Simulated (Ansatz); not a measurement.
# CH₄AlNOSi: up Jacob's ladder to CCSD(T), part 2 of 2

Ansatz 0.2.0, Gaussian basis; functionals in def2-TZVPP, the program's frozen cores in correlated methods.

### 14 CAM-B3LYP-D4 (range-separated)

in.yaml reads:

```yaml
crystal:
  periodic: [false, false, false]
  atoms:
    - {symbol: O, position_ang: [-0.831068, 2.176575, -1.389775]}
    - {symbol: Al, position_ang: [-0.270005, 0.831727, -0.532160]}
    - {symbol: C, position_ang: [1.528807, 0.116067, -0.041372]}
    - {symbol: N, position_ang: [1.220097, -0.940331, 0.612104]}
    - {symbol: Si, position_ang: [-0.545943, -1.212938, 0.742007]}
    - {symbol: H, position_ang: [-1.742379, 2.409779, -1.558232]}
    - {symbol: H, position_ang: [2.590696, 0.361360, -0.169681]}
    - {symbol: H, position_ang: [-0.954004, -1.259215, 2.173950]}
    - {symbol: H, position_ang: [-0.907600, -2.529425, 0.146058]}
basis:
  gaussian: {orbitals: def2-TZVPP}
hamiltonian: {xc: {name: CAM-B3LYP}, dispersion: d4}
output: {orbitals: {seedname: orbitals}}
```

The run is started by

```
ansatz run in.yaml --threads 2 --pin off --events-out ev --progress --plain --max-ram 4352MiB
```

Output, shortened:

```text
Functional definition: CAM-B3LYP
  name "CAM-B3LYP"
  cite "Yanai, Tew & Handy, Chem. Phys. Lett. 393, 51 (2004) doi:10.1016/j.cplett.2004.06.011"
  cite "Iikura, Tsuneda, Yanai & Hirao, J. Chem. Phys. 115, 3540 (2001) doi:10.1063/1.1383587"
  cite "Becke, Phys. Rev. A 38, 3098 (1988) doi:10.1103/PhysRevA.38.3098"
  cite "Lee, Yang & Parr, Phys. Rev. B 37, 785 (1988) doi:10.1103/PhysRevB.37.785"
  cite "Vosko, Wilk & Nusair, Can. J. Phys. 58, 1200 (1980) doi:10.1139/p80-159"
[...]
  # Exact exchange under (alpha + beta erf(omega r))/r, Becke's under what is left of 1/r.
[...]
1301 factors; their error is unknown
327 factors; integrals over basis functions are off by at most 1.4e-5 eV
[...]
mean field -19114.98934242 eV, -702.4629017287 hartree, gradient 2.6e-5 eV, S^2 0.000000; 0 other end points of the search recorded, 0 dependent functions left out
reference -19114.98948092 eV, -702.4629068184 hartree; 26, 26 occupied and 207, 207 virtual orbitals, 1301 factors
Total energy: -19115.16850669 eV, -702.4694858941 hartree
```

It took 4.8 s on 2 threads of Intel Xeon at 2.60GHz, shared host; peak memory 0.62 GiB.

With the free atoms at this level, -19081.524 eV in sum, the atomisation energy is 3246.2 kJ/mol. HOMO -7.75 eV, LUMO -0.58 eV.

### 15 LC-ωPBE (range-separated)

Changes to in.yaml since step 14:

```diff
@@ -14,3 +14,3 @@
   gaussian: {orbitals: def2-TZVPP}
-hamiltonian: {xc: {name: CAM-B3LYP}, dispersion: d4}
+hamiltonian: {xc: {name: LC-wPBE}}
 output: {orbitals: {seedname: orbitals}}
```

Same command.

Output, shortened:

```text
Functional definition: LC-wPBE
  name "LC-wPBE"
  cite "Vydrov & Scuseria, J. Chem. Phys. 125, 234109 (2006) doi:10.1063/1.2409292"
  cite "Heyd & Scuseria, J. Chem. Phys. 120, 7274 (2004) doi:10.1063/1.1668634"
  cite "Ernzerhof & Perdew, J. Chem. Phys. 109, 3313 (1998) doi:10.1063/1.476928"
  cite "Perdew, Burke & Ernzerhof, Phys. Rev. Lett. 77, 3865 (1996) doi:10.1103/PhysRevLett.77.3865"
  parent pbe
[...]
1279 factors; their error is unknown
423 factors; integrals over basis functions are off by at most 2.6e-5 eV
[...]
mean field -19108.63774412 eV, -702.2294847965 hartree, gradient 4.0e-5 eV, S^2 0.000000; 0 other end points of the search recorded, 0 dependent functions left out
reference -19108.63774413 eV, -702.2294847967 hartree; 26, 26 occupied and 207, 207 virtual orbitals, 1279 factors
Total energy: -19108.63774413 eV, -702.2294847967 hartree
```

It took 3.6 s on 2 threads of Intel Xeon at 2.60GHz, shared host; peak memory 0.42 GiB.

Atomisation energy: 3224.5 kJ/mol (free atoms -19075.218 eV, run apart). HOMO -8.99 eV, LUMO 0.49 eV.

### 16 ωB97X-V (range-separated)

Changes to in.yaml since step 15:

```diff
@@ -14,3 +14,3 @@
   gaussian: {orbitals: def2-TZVPP}
-hamiltonian: {xc: {name: LC-wPBE}}
+hamiltonian: {xc: {name: wB97X-V}}
 output: {orbitals: {seedname: orbitals}}
```

The command is unchanged.

Output, shortened:

```text
Functional definition: wB97X-V
  name "wB97X-V"
  cite "Mardirossian & Head-Gordon, Phys. Chem. Chem. Phys. 16, 9904 (2014) doi:10.1039/C3CP54374A"
  cite "Becke, J. Chem. Phys. 107, 8554 (1997) doi:10.1063/1.475007"
  cite "Vydrov & Van Voorhis, J. Chem. Phys. 133, 244103 (2010) doi:10.1063/1.3521275"
[...]
      + integral(e_c_pw_opposite_spin*poly(b97_u_opposite, cos0, cos1)) + vv10(b, c)
1301 factors; their error is unknown
295 factors; integrals over basis functions are off by at most 8.7e-6 eV
[...]
mean field -19112.70743807 eV, -702.3790432906 hartree, gradient 3.3e-5 eV, S^2 0.000000; 0 other end points of the search recorded, 0 dependent functions left out
reference -19112.70743578 eV, -702.3790432067 hartree; 26, 26 occupied and 207, 207 virtual orbitals, 1301 factors
Total energy: -19112.70743578 eV, -702.3790432067 hartree
```

Run time: 10 s. Hardware: 2 threads of Intel Xeon at 2.60GHz, shared host; peak memory 0.68 GiB.

Atomisation energy: 3259.0 kJ/mol (free atoms -19078.930 eV, run apart). HOMO -8.70 eV, LUMO 0.40 eV.

### 17 ωB97M-V (range-separated)

Changes to in.yaml since step 16:

```diff
@@ -14,3 +14,3 @@
   gaussian: {orbitals: def2-TZVPP}
-hamiltonian: {xc: {name: wB97X-V}}
-output: {orbitals: {seedname: orbitals}}
+hamiltonian: {xc: {name: wB97M-V}}
+output: {forces: true, orbitals: {seedname: orbitals}}
```

The command is unchanged.

Output, shortened:

```text
Functional definition: wB97M-V
  name "wB97M-V"
  cite "Mardirossian & Head-Gordon, J. Chem. Phys. 144, 214110 (2016) doi:10.1063/1.4952647"
  cite "Becke, J. Chem. Phys. 107, 8554 (1997) doi:10.1063/1.475007"
  cite "Vydrov & Van Voorhis, J. Chem. Phys. 133, 244103 (2010) doi:10.1063/1.3521275"
  # Of w^i u^j: cxij and so on, Table III.
[...]
  gx(w, u) = 1 - cx + cx01*u + cx10*w
  gss(w, u) = css00 + css04*u^4 + css10*w + css20*w^2 + css43*w^4*u^3
  gos(w, u) = cos00 + cos10*w + (cos20 + cos21*u)*w^2 + (cos60 + cos61*u)*w^6
[...]
      + integral(e_c_pw_mod_opposite_spin*gos(b97_w_opposite, b97_u_opposite)) + vv10(b, c)
1285 factors; their error is unknown
295 factors; integrals over basis functions are off by at most 8.7e-6 eV
[...]
Total energy: -19114.12692472 eV, -702.4312084630 hartree
Atom 0 at    -0.831068     2.176575    -1.389775 Å, force    -0.076445     0.018712    -0.013399 eV/Å
Atom 1 at    -0.270005     0.831727    -0.532160 Å, force     0.070447    -0.138490     0.088453 eV/Å
Atom 2 at     1.528807     0.116067    -0.041372 Å, force     0.075869     0.084596    -0.051247 eV/Å
Atom 3 at     1.220097    -0.940331     0.612104 Å, force    -0.001153    -0.003953     0.003007 eV/Å
Atom 4 at    -0.545943    -1.212938     0.742007 Å, force    -0.084195    -0.101929     0.061861 eV/Å
Atom 5 at    -1.742379     2.409779    -1.558232 Å, force     0.044175     0.017393    -0.009791 eV/Å
Atom 6 at     2.590696     0.361360    -0.169681 Å, force    -0.101455    -0.034248     0.018631 eV/Å
Atom 7 at    -0.954004    -1.259215     2.173950 Å, force     0.038846     0.007236    -0.163600 eV/Å
Atom 8 at    -0.907600    -2.529425     0.146058 Å, force     0.033912     0.150681     0.066084 eV/Å
Dipole moment:    -0.417738     0.286380    -0.188880 e Å
```

Run time: 14 s. Hardware: 2 threads of Intel Xeon at 2.60GHz, shared host; peak memory 0.79 GiB.

With the free atoms at this level, -19080.421 eV in sum, the atomisation energy is 3252.2 kJ/mol. HOMO -8.63 eV, LUMO 0.21 eV.

### 18 B2PLYP (double hybrid)

Changes to in.yaml since step 17:

```diff
@@ -14,3 +14,2 @@
   gaussian: {orbitals: def2-TZVPP}
-hamiltonian: {xc: {name: wB97M-V}}
-output: {forces: true, orbitals: {seedname: orbitals}}
+hamiltonian: {xc: {name: B2PLYP}}
```

Same command.

Output, shortened:

```text
Functional definition: B2PLYP
  name "B2PLYP"
  cite "Grimme, J. Chem. Phys. 124, 034108 (2006) doi:10.1063/1.2148954"
  cite "Becke, Phys. Rev. A 38, 3098 (1988) doi:10.1103/PhysRevA.38.3098"
  cite "Lee, Yang & Parr, Phys. Rev. B 37, 785 (1988) doi:10.1103/PhysRevB.37.785"
[...]
1398 factors; integrals over basis functions are off by at most 1.0e-3 eV
[...]
mean field -19099.79129133 eV, -701.9043836527 hartree, gradient 9.9e-6 eV, S^2 0.000000; 0 other end points of the search recorded, 0 dependent functions left out
13 core orbitals not correlated: weight in the atoms' cores, before any rotation towards them, 1.000 or more for the frozen orbitals, at most 0.000 for the correlated occupied ones
reference -19099.79147000 eV, -701.9043902189 hartree; 13, 13 occupied and 207, 207 virtual orbitals, 1398 factors
second order -26.22919521 eV of doubles, -0.00000000 eV of singles
Total energy: -19106.87335271 eV, -702.1646446081 hartree
```

Wall time 7 s (2 threads of Intel Xeon at 2.60GHz, shared host); peak memory 0.57 GiB.

With the free atoms at this level, -19073.664 eV in sum, the atomisation energy is 3204.2 kJ/mol.

### 19 PBE-QIDH (double hybrid)

Changes to in.yaml since step 18:

```diff
@@ -14,2 +14,2 @@
   gaussian: {orbitals: def2-TZVPP}
-hamiltonian: {xc: {name: B2PLYP}}
+hamiltonian: {xc: {name: PBE-QIDH}}
```

Launched as before.

Output, shortened:

```text
Functional definition: PBE-QIDH
  name "PBE-QIDH"
  cite "Brémond, Sancho-García, Pérez-Jiménez & Adamo, J. Chem. Phys. 141, 031101 (2014) doi:10.1063/1.4890314"
  cite "Perdew, Burke & Ernzerhof, Phys. Rev. Lett. 77, 3865 (1996) doi:10.1103/PhysRevLett.77.3865"
[...]
1398 factors; integrals over basis functions are off by at most 1.0e-3 eV
[...]
mean field -19091.42850776 eV, -701.5970570253 hartree, gradient 8.1e-6 eV, S^2 0.000000; 0 other end points of the search recorded, 0 dependent functions left out
13 core orbitals not correlated: weight in the atoms' cores, before any rotation towards them, 1.000 or more for the frozen orbitals, at most 0.000 for the correlated occupied ones
reference -19091.42852184 eV, -701.5970575425 hartree; 13, 13 occupied and 207, 207 virtual orbitals, 1398 factors
second order -24.17527327 eV of doubles, -0.00000000 eV of singles
Total energy: -19099.48694626 eV, -701.8931991779 hartree
```

It took 7.5 s on 2 threads of Intel Xeon at 2.60GHz, shared host; peak memory 0.56 GiB.

With the free atoms at this level, -19066.323 eV in sum, the atomisation energy is 3199.8 kJ/mol.

### 20 Frontier levels by functional

Dipoles come from the runs that computed forces. Levels are read from the orbital files that the runs wrote:

```
  functional  HOMO (eV)  LUMO (eV)  gap (eV)  dipole (D)
 LDA (SPW92)      -5.45      -2.86      2.59            
      PBE-D4      -5.30      -2.63      2.67        2.11
   revPBE-D4      -5.23      -2.54      2.69            
     BLYP-D4      -5.17      -2.46      2.71            
   r2SCAN-D4      -5.44      -2.46      2.98        2.28
      B97M-V      -5.55      -2.42      3.13            
     PBE0-D4      -6.46      -1.68      4.78            
    B3LYP-D4      -6.26      -1.87      4.39        2.42
  r2SCANh-D4      -5.89      -2.10      3.79            
  r2SCAN0-D4      -6.58      -1.60      4.98            
    HSE06-D4      -6.06      -2.06      4.00            
    BHLYP-D4      -7.57      -0.71      6.86            
CAM-B3LYP-D4      -7.75      -0.58      7.17            
     LC-ωPBE      -8.99       0.49      9.48            
     ωB97X-V      -8.70       0.40      9.10            
     ωB97M-V      -8.63       0.21      8.85        2.60
```

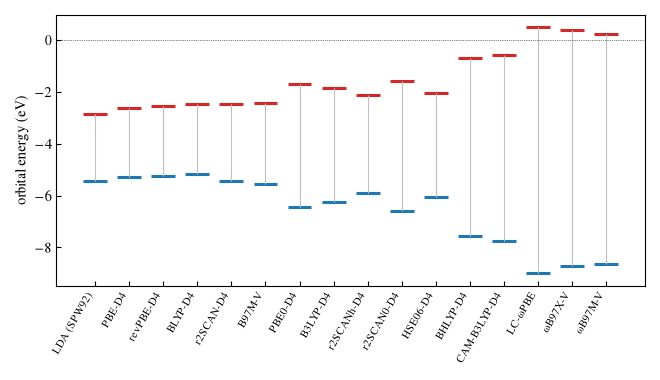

Highest occupied (blue) and lowest empty (red) level by functional.

### 21 CCSD(T) in def2-SVP

Changes to in.yaml since step 19:

```diff
@@ -13,3 +13,3 @@
 basis:
-  gaussian: {orbitals: def2-TZVPP}
-hamiltonian: {xc: {name: PBE-QIDH}}
+  gaussian: {orbitals: def2-SVP}
+correlation: {method: ccsd_t}
```

Launched as before.

Output, shortened:

```text
Functional definition: HF
  name "HF"
  cite "Fock, Z. Phys. 61, 126 (1930) doi:10.1007/BF01340294"
  parent pbe
[...]
949 factors; integrals over basis functions are off by at most 1.2e-3 eV
[...]
mean field -19049.93136400 eV, -700.0720651196 hartree, gradient 2.2e-6 eV, S^2 0.000000; 2 other end points of the search recorded, 0 dependent functions left out
13 core orbitals not correlated: weight in the atoms' cores, before any rotation towards them, 1.000 or more for the frozen orbitals, at most 0.000 for the correlated occupied ones
reference -19049.93136400 eV, -700.0720651196 hartree; 13, 13 occupied and 72, 72 virtual orbitals, 949 factors
second order -17.04697641 eV of doubles, -0.00000000 eV of singles
cycle   1  -17.38493655 eV  change   -3.4e-1 eV  update   1.2e-1
[...]
cycle  11  -18.07630575 eV  change    9.9e-6 eV  update   1.3e-5
perturbative correction -0.63631815 eV, -0.0233842605 hartree
Total energy: -19068.64398789 eV, -700.7597413640 hartree
```

Run time: 5.5 s. Hardware: 2 threads of Intel Xeon at 2.60GHz, shared host; peak memory 0.36 GiB.

### 22 CCSD(T) in def2-TZVPP

Changes to in.yaml since step 21:

```diff
@@ -13,3 +13,4 @@
 basis:
-  gaussian: {orbitals: def2-SVP}
+  gaussian: {orbitals: def2-TZVPP}
 correlation: {method: ccsd_t}
+output: {orbitals: {seedname: orbitals}}
```

Launched as before.

Output, shortened:

```text
Functional definition: HF
  name "HF"
  cite "Fock, Z. Phys. 61, 126 (1930) doi:10.1007/BF01340294"
  parent pbe
[...]
1398 factors; integrals over basis functions are off by at most 1.0e-3 eV
[...]
mean field -19060.82395574 eV, -700.4723604830 hartree, gradient 2.9e-6 eV, S^2 0.000000; 1 other end points of the search recorded, 0 dependent functions left out
13 core orbitals not correlated: weight in the atoms' cores, before any rotation towards them, 1.000 or more for the frozen orbitals, at most 0.000 for the correlated occupied ones
reference -19060.82395574 eV, -700.4723604830 hartree; 13, 13 occupied and 207, 207 virtual orbitals, 1398 factors
second order -21.28773851 eV of doubles, -0.00000000 eV of singles
cycle   1  -21.32998448 eV  change   -4.2e-2 eV  update   1.2e-1
[...]
cycle  12  -22.08540467 eV  change   -1.8e-5 eV  update   6.8e-6
perturbative correction -1.01931625 eV, -0.0374591814 hartree
Total energy: -19083.92867666 eV, -701.3214433160 hartree
```

Run time: 93 s. Hardware: 2 threads of Intel Xeon at 2.60GHz, shared host; peak memory 3.8 GiB.

### 23 MP2 in def2-QZVPP

Changes to in.yaml since step 22:

```diff
@@ -13,4 +13,3 @@
 basis:
-  gaussian: {orbitals: def2-TZVPP}
-correlation: {method: ccsd_t}
-output: {orbitals: {seedname: orbitals}}
+  gaussian: {orbitals: "def2-QZVPP.json"}
+correlation: {method: mp2}
```

The command is unchanged.

Output:

```text
Functional definition: HF
  name "HF"
  cite "Fock, Z. Phys. 61, 126 (1930) doi:10.1007/BF01340294"
  parent pbe
  exchange = exact_x
  correlation = 0
2583 factors; integrals over basis functions are off by at most 9.4e-4 eV
mean field evaluation 1: about -19055.5773 eV, gradient 5.1e1 eV
mean field evaluation 2: about -19055.7152 eV, gradient 5.1e1 eV
mean field evaluation 4: about -19061.3473 eV, gradient 4.6e0 eV
mean field evaluation 8: about -19061.4684 eV, gradient 5.9e-1 eV
mean field evaluation 16: about -19044.0814 eV, gradient 5.8e1 eV
mean field -19061.47184546 eV, -700.4961699912 hartree, gradient 6.4e-6 eV, S^2 0.000000; 1 other end points of the search recorded, 0 dependent functions left out
13 core orbitals not correlated: weight in the atoms' cores, before any rotation towards them, 1.000 or more for the frozen orbitals, at most 0.000 for the correlated occupied ones
reference -19061.47184546 eV, -700.4961699912 hartree; 13, 13 occupied and 405, 405 virtual orbitals, 2583 factors
second order -22.86848313 eV of doubles, -0.00000000 eV of singles
Total energy: -19084.34032859 eV, -701.3365712454 hartree
```

Wall time 27 s (2 threads of Intel Xeon at 2.60GHz, shared host); peak memory 2.2 GiB.

The pieces so far (eV):

| basis | HF | MP2 correlation | CCSD correlation | (T) | total |
| --- | --- | --- | --- | --- | --- |
| def2-SVP | -19049.9314 | -17.0470 | -18.0763 | -0.6363 | -19068.6440 |
| def2-TZVPP | -19060.8240 | -21.2877 | -22.0854 | -1.0193 | -19083.9287 |
| def2-QZVPP | -19061.4718 | -22.8685 |  |  | -19084.3403 (MP2) |

The report of the def2-TZVPP run gives T1 = 0.0169.

### 24 Extrapolating to the complete basis

This step is arithmetic on the last runs, with X = 3 and 4: exp(−7.88√X) for Hartree-Fock, X^−2.97 for correlation; only MP2 was run in the larger set, so CCSD(T) minus MP2 is added from the smaller one.

| level | energy at the limit (eV) |
| --- | --- |
| HF | -19061.5611 |
| MP2 | -19085.6005 |
| CCSD | -19086.3982 |
| CCSD(T) | -19087.4175 |

### 25 RPA on PBE orbitals

Changes to in.yaml since step 23:

```diff
@@ -13,3 +13,4 @@
 basis:
-  gaussian: {orbitals: "def2-QZVPP.json"}
-correlation: {method: mp2}
+  gaussian: {orbitals: def2-TZVPP}
+hamiltonian: {xc: pbe}
+correlation: {method: rpa}
```

Launched as before.

Output, shortened:

```text
Functional definition: PBE
  name "PBE"
  cite "Perdew, Burke & Ernzerhof, Phys. Rev. Lett. 77, 3865 (1996) doi:10.1103/PhysRevLett.77.3865"
  parent pbe
[...]
1398 factors; integrals over basis functions are off by at most 1.0e-3 eV
[...]
mean field -19103.60493931 eV, -702.0445326310 hartree, gradient 9.4e-6 eV, S^2 0.000000; 0 other end points of the search recorded, 0 dependent functions left out
13 core orbitals not correlated: weight in the atoms' cores, before any rotation towards them, 1.000 or more for the frozen orbitals, at most 0.000 for the correlated occupied ones
reference -19059.00230039 eV, -700.4054158835 hartree; 13, 13 occupied and 207, 207 virtual orbitals, 1398 factors
Total energy: -19093.84869992 eV, -701.6859974465 hartree
```

Run time: 8 s. Hardware: 2 threads of Intel Xeon at 2.60GHz, shared host; peak memory 0.57 GiB.

RPA correlation: -34.846 eV. No RPA run of the hydrogen atom was made, so RPA has no atomisation energy below.

### 26 All levels against the reference

Atomisation energy = energies of 1 O, 1 Al, 1 C, 1 N, 1 Si, 4 H (separate runs, same level) minus the molecule's; electronic only, no spin-orbit term.

Differences are taken before rounding.

```csv
method,rung,"atoms, summed (eV)",atomisation energy (kJ/mol),from CCSD(T)/CBS (kJ/mol),time
LDA (SPW92),LDA,-18981.072,3744.8,+498.0,1.9 s
PBE-D4,GGA,-19069.380,3322.0,+75.3,3.1 s
revPBE-D4,GGA,-19079.279,3228.2,-18.5,2.5 s
BLYP-D4,GGA,-19082.350,3255.6,+8.9,2.8 s
r2SCAN-D4,meta-GGA,-19079.104,3246.5,-0.2,6 s
B97M-V,meta-GGA,-19078.415,3255.3,+8.6,11 s
PBE0-D4,hybrid,-19071.655,3229.2,-17.5,3.7 s
B3LYP-D4,hybrid,-19084.652,3235.4,-11.3,5.5 s
r2SCANh-D4,hybrid,-19079.045,3213.1,-33.7,6 s
r2SCAN0-D4,hybrid,-19078.970,3165.1,-81.6,6 s
HSE06-D4,hybrid,-19071.051,3232.3,-14.4,4 s
BHLYP-D4,hybrid,-19082.150,3107.0,-139.7,3.9 s
CAM-B3LYP-D4,range-separated,-19081.524,3246.2,-0.5,4.8 s
LC-ωPBE,range-separated,-19075.218,3224.5,-22.2,3.6 s
ωB97X-V,range-separated,-19078.930,3259.0,+12.2,10 s
ωB97M-V,range-separated,-19080.421,3252.2,+5.4,14 s
B2PLYP,double hybrid,-19073.664,3204.2,-42.6,7 s
PBE-QIDH,double hybrid,-19066.323,3199.8,-47.0,7.5 s
HF/def2-TZVPP,wavefunction,-19038.047,2197.6,-1049.1,
MP2/def2-TZVPP,wavefunction,-19048.776,3216.4,-30.3,
CCSD/def2-TZVPP,wavefunction,-19051.132,3066.1,-180.7,
CCSD(T)/def2-SVP,wavefunction,-19037.650,2990.5,-256.3,5.5 s
CCSD(T)/def2-TZVPP,wavefunction,-19051.425,3136.1,-110.6,93 s
MP2/CBS,wavefunction,-19051.118,3327.0,+80.3,
CCSD(T)/CBS,wavefunction,-19053.767,3246.7,0,2 min
```

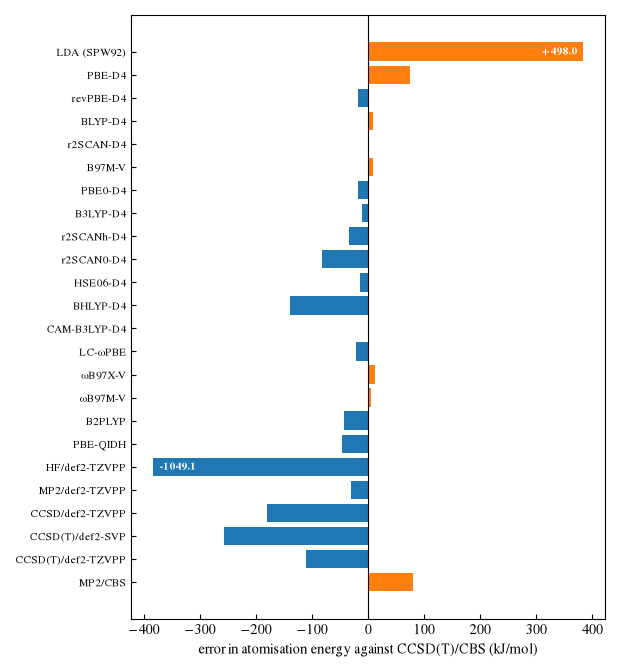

Error of each method against CCSD(T)/CBS. Bars with a number in them are cut short.

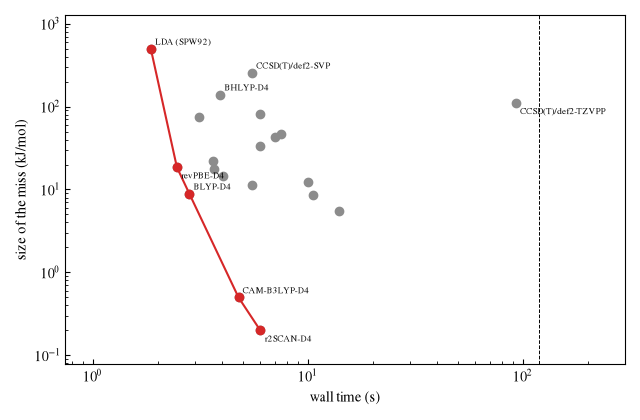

Miss against cost. Red marks the levels that no quicker level drawn beats (of those quicker than the yardstick), and the dashed line is the time of CCSD(T)/CBS. Only those levels and the largest misses are named. Times are from a shared host.

LDA (SPW92), LC-ωPBE, B2PLYP, PBE-QIDH carry no dispersion term (for B3LYP, D4 adds 32.2 kJ/mol).

Times are those of the molecule's run; HF, MP2 and CCSD come out of the CCSD(T) runs, and the limit's time is the sum of the runs that it needs.

### 27 Results

The summary covers parts 1 to 2.

| quantity | value |
| --- | --- |
| atomisation energy, CCSD(T)/CBS | 3246.7 kJ/mol |
| functionals within 16.2 kJ/mol (0.5 %) | BLYP-D4, r2SCAN-D4, B97M-V, B3LYP-D4, HSE06-D4, CAM-B3LYP-D4, ωB97X-V, ωB97M-V |
| farthest beyond LDA | BHLYP-D4 (-139.7 kJ/mol) |
| mean size of error, GGA | 34.2 kJ/mol |
| mean size of error, meta-GGA | 4.4 kJ/mol |
| mean size of error, hybrid | 49.7 kJ/mol |
| mean size of error, range-separated | 10.1 kJ/mol |
| mean size of error, double hybrid | 44.8 kJ/mol |
| gap, smallest and largest | 2.59 eV (LDA (SPW92)), 9.48 eV (LC-ωPBE) |
| T1 diagnostic | 0.0169 |
| triples share of the correlation energy | 4.4 % |

In words: LDA overbinds by 498.0 kJ/mol (15 %). PBE-D4 is off by +75.3 kJ/mol. Double hybrids carry the basis error of their MP2 part in triple zeta, and no dispersion term here, so their miss is partly the set-up's. The rungs meta-GGA, range-separated miss on average by less than the doubt on the reference (16.2 kJ/mol), so they tie. Misses under about 16.2 kJ/mol are within the doubt on the reference itself, which lacks core-valence correlation, relativity and higher excitations. Hartree-Fock recovers 68 % of the binding; the rest is correlation. CCSD(T) in def2-SVP is off by -256.3 kJ/mol, so the small basis spoils what the method gains. The gap grows from 2.6 to 9.5 eV across the functionals, mostly with the share of exact exchange.

r2SCAN-D4 reaches 0.2 kJ/mol from the reference in 6 s, where CCSD(T)/CBS took 2 min; the quickest level in the cost chart, LDA (SPW92), takes 1.9 s and misses by 498.0 kJ/mol.
